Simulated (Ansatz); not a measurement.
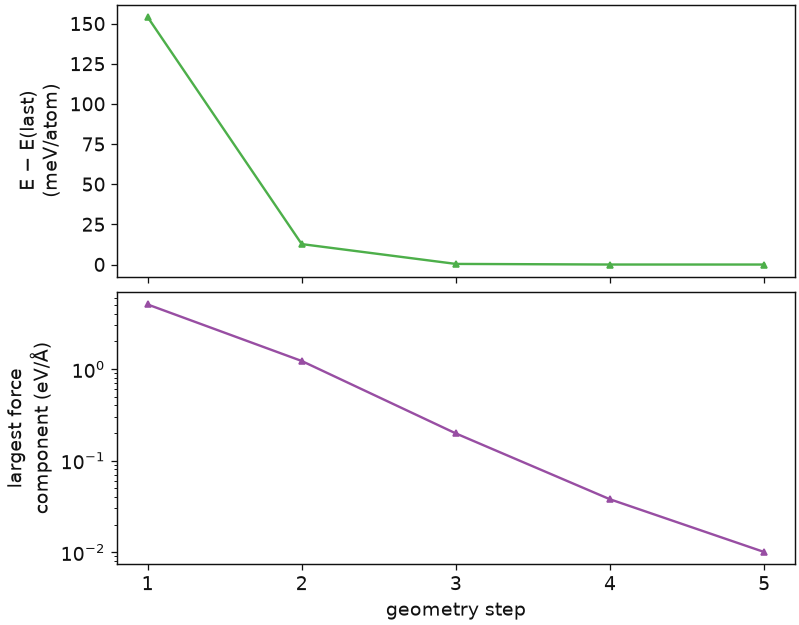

History of a geometry optimisation. Only the atoms move.

The run: BH$_{12}$C$_{3}$N (R3m, 17 atoms in the cell), by Ansatz 0.2.0, DFT, PBE, plane-wave PAW, default files, scalar-relativistic; cutoff 420 eV, 4×4×4 k-mesh, Fermi–Dirac smearing of 0.02 eV.

### How did it end, and what did it gain?

The optimisation met its thresholds at geometry 5, counting the start as the first. The energy fell by about 150 meV/atom from the first step to the last. The largest force component goes from about 5.1 eV/Å at the start to 0.01 eV/Å at the end.
